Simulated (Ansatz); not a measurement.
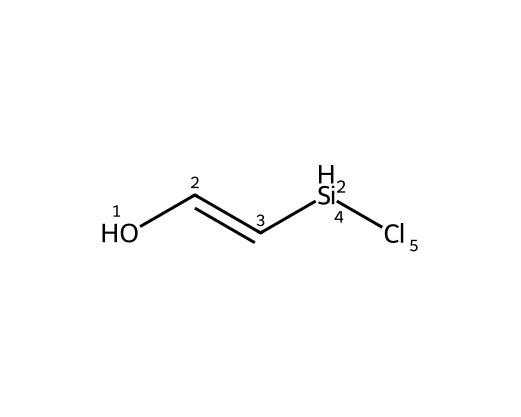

A structural formula, with wedges where it has stereocentres; small numbers name the atoms. The configuration is that of a computed structure (PBE0-D4/def2-TZVP).

Q: Assign CIP descriptors.

A: C2=C3: E.

Q: Give a SMILES with the stereochemistry.

A: O/C=C/[SiH2]Cl
